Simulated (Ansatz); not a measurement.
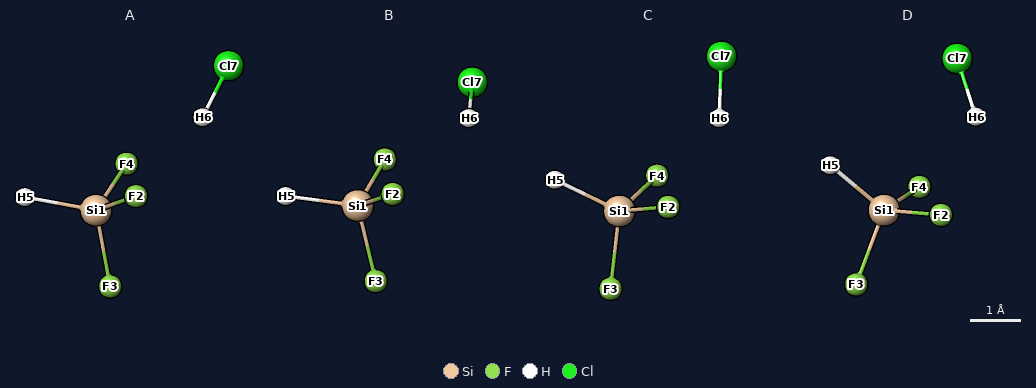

4 geometries from one relaxation of SiH2ClF3, in shuffled order. A ball-and-stick model, seen from a free direction.

The run prepares an end point of a later path (reaction) calculation, from a guessed geometry.

The calculation used UKS BLYP-D4/def2-SVP (Ansatz). (collinear spin; force threshold 0.03 eV/Å; at most 50 steps)

Q: Put them in the order of the run, from the start to the converged end.

A: B, A, C, D. They are steps 0, 4, 10, 17, at +0.204 eV, +0.045 eV, +0.024 eV relative to the last. Cl7 moves most after the best rigid fit: 0.96 Å. By element the largest moves are Cl 0.96 Å, H 0.85 Å, F 0.83 Å, Si 0.20 Å. Among the contacts that change: Si1–F2 1.653 → 1.631 Å, H6–Cl7 1.315 → 1.303 Å, Si1–H5 1.476 → 1.471 Å, Si1–F4 1.610 → 1.614 Å. Bond angles that change, for instance: F2–Si1–F4 115.8° → 107.8°, F2–Si1–H5 108.1° → 111.2°, F4–Si1–H5 109.7° → 112.4°. After 16 accepted moves (17 points after the start) the energy has fallen by 0.204 eV. Largest force component: 0.75 eV/Å at the start, 0.015 eV/Å at the end. The line search rejected the trial step at point 15 of the run. The run took 43 s on 2 threads of Arm Neoverse V1 (shared host), peak memory 0.15 GiB.
